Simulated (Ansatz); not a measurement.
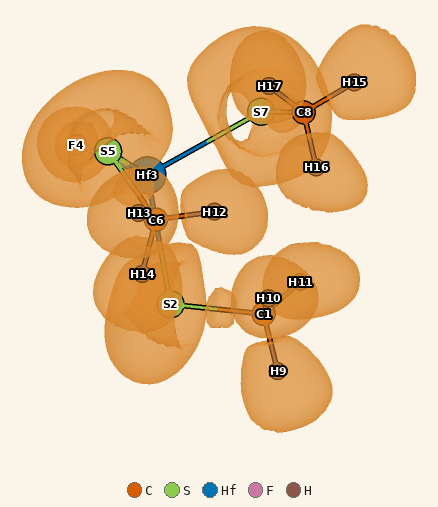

C3H9FHfS3. Isosurface of the ELF at 0.8 (orange), seen at an oblique angle. Core shells and regions of very low density are left out.

Geometry: PBE0-D4/def2-TZVP; core potentials replace the inner electrons of Hf.

All numbers below come from Ansatz 0.2.0, RKS PBE0-D4/def2-TZVPP.

The calculation's input:

```
crystal:
  periodic: [false, false, false]
  atoms:
    - {symbol: C, position_ang: [-1.933670, -1.261206, -0.059818]}
    - {symbol: S, position_ang: [-1.144982, -1.488714, -1.689100]}
    - {symbol: Hf, position_ang: [1.183022, -0.940982, -1.272668]}
    - {symbol: F, position_ang: [2.317621, -1.842057, -2.493377]}
    - {symbol: S, position_ang: [1.435914, 1.465206, -1.471227]}
    - {symbol: C, position_ang: [-0.177429, 2.112815, -0.917898]}
    - {symbol: S, position_ang: [1.704455, -1.565636, 1.014410]}
    - {symbol: C, position_ang: [1.178337, -0.113442, 1.985312]}
    - {symbol: H, position_ang: [-2.986989, -1.513572, -0.177230]}
    - {symbol: H, position_ang: [-1.864538, -0.225097, 0.273045]}
    - {symbol: H, position_ang: [-1.483470, -1.921210, 0.679855]}
    - {symbol: H, position_ang: [-0.359898, 1.876704, 0.130929]}
    - {symbol: H, position_ang: [-0.139394, 3.196469, -1.023640]}
    - {symbol: H, position_ang: [-0.982444, 1.717185, -1.535054]}
    - {symbol: H, position_ang: [1.426908, -0.318396, 3.026054]}
    - {symbol: H, position_ang: [0.101241, 0.040918, 1.913832]}
    - {symbol: H, position_ang: [1.706214, 0.780317, 1.656677]}
basis:
  gaussian: {orbitals: def2-TZVPP}
hamiltonian: {xc: pbe0, dispersion: d4}
output: {orbitals: {seedname: orbitals}}
```

Run with:

```sh
ansatz run in.yaml --threads 4 --pin off --events-out ev --progress --plain --max-ram 66560MiB --backend cuda --devices 0, --max-vram 37GiB
```

### Identify the bonds, lone pairs and shells in this picture.

At this value the surface marks out three regions between bonded C–S atoms (shared pairs), nine regions around hydrogen nuclei, one region wrapped around F (its valence shell) and three regions wrapped around S (the valence shell of each). Profiles from the grid: C–S (1.82 Å): the ELF peaks at about 0.90 between the atoms (localised, covalent bonding). Hf–F (1.89 Å): the ELF peaks at about 0.80 in the valence shell of F, 0.5 Å from its nucleus, and drops to about 0.20 between the two atoms.
